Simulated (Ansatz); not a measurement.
## Response to strain in hypothetical rock salt GaAs

Start from GaAs in the rock salt structure (space group Fm-3m, No. 225; a = 5.3297 Å; a hypothetical phase, not in the database extracts checked).

Strains are applied to the cell and any free atomic positions relax.

Level of theory: r2SCAN in Ansatz (plane waves to 500 eV, PAW, no spin-orbit coupling).

Notes on the quantities. energy relative to the base: free energy F.

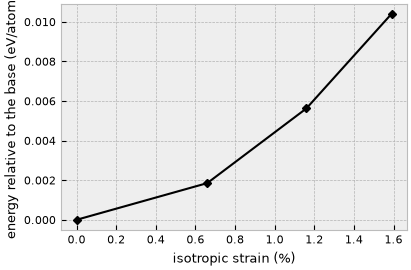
Energy relative to the base against isotropic strain

```tsv
isotropic strain (%)	energy relative to the base
0.66	+1.9 meV/atom
1.16	+5.6 meV/atom
1.59	+10 meV/atom
```

Whether these cells are dynamically stable was not tested. All final runs are without spin polarisation.

Ansatz is a first-principles code.
